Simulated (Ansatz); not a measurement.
**CdSe, response to strain**

Take CdSe in the wurtzite structure (space group P6_3mc, No. 186; a = 4.383 Å, c = 7.154 Å) as the base. Axes: x lies along a and z along c of the hexagonal cell.

Strains are applied to the cell and any free atomic positions relax; under biaxial strain the out-of-plane vector relaxes too.

Level of theory: PBE, PAW, 420 eV (Ansatz, a first-principles code; spin-orbit coupling left out).

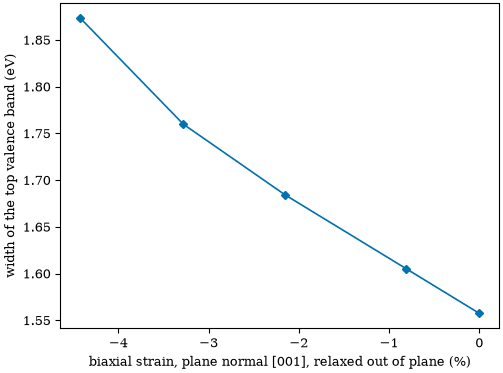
Width of the top valence band against biaxial strain, plane normal [001], relaxed out of plane

Problem. From the plot, what is the width of the top valence band for biaxial strain −3.28 %, plane normal [001], relaxed out of plane?

Solution. About 1.76 eV.

Problem. Is the trend monotonic over the range shown?

Solution. Yes, it falls throughout, spanning 1.56 eV to 1.87 eV.

The levels and masses belong to the bands next to the band gap. No phonon test of stability was made.
